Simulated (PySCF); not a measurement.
```xyz
15

O     1.4272   -1.5535    0.3515
C     1.6256   -0.3982    0.0267
O     2.8422    0.1057   -0.1647
C     0.5427    0.5426   -0.1797
C     0.4684    1.8756   -0.5362
N    -0.8280    2.2719   -0.5818
C    -1.5289    1.2044   -0.2617
N    -0.7602    0.1122   -0.0027
Si   -1.3185   -1.5324    0.4849
H     3.4713   -0.6118    0.0055
H     1.2962    2.5484   -0.7572
H    -2.6173    1.1667   -0.2013
H    -0.8606   -1.8737    1.8532
H    -2.7986   -1.3272    0.5005
H    -0.9795   -2.5472   -0.5415
```

Geometry: PBE0-D3(BJ)/def2-SVP.

The calculation used PBE0/pcSseg-1, SCF density, gas phase, non-relativistic in PySCF.

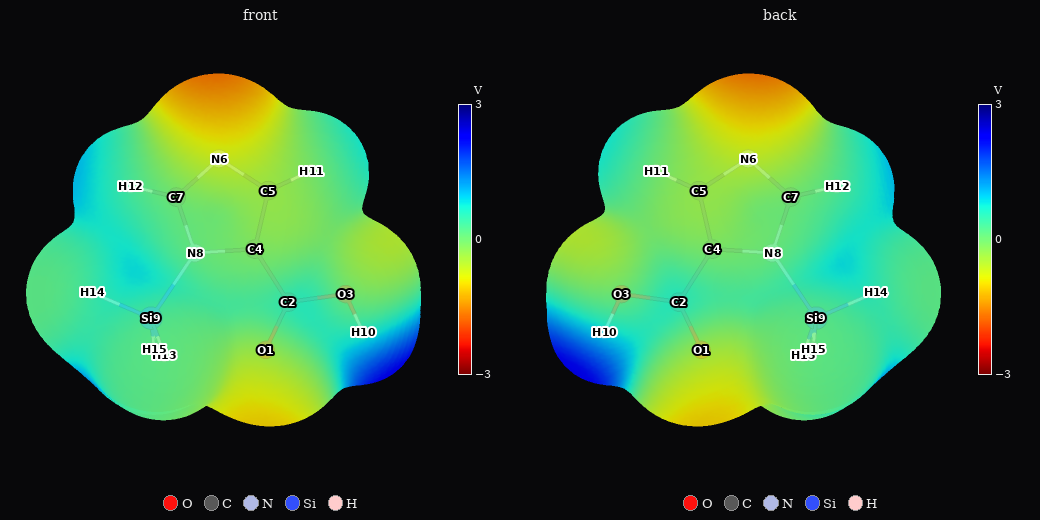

C$_{4}$H$_{6}$N$_{2}$O$_{2}$Si (SMILES O=C(O)c1cncn1[SiH3]). The electrostatic potential painted on the density surface at 0.001 e/bohr³, seen from the front and from behind; red is negative and blue positive.

Question: Where is the surface potential most negative and most positive?

Answer: The most negative region (about −1.7 V) lies over N6, the most positive (about +2.3 V) over H10. N6 is the likeliest acceptor of a hydrogen bond.

Question: How polar is the molecule by this calculation?

Answer: Its dipole moment is 1.81 D.
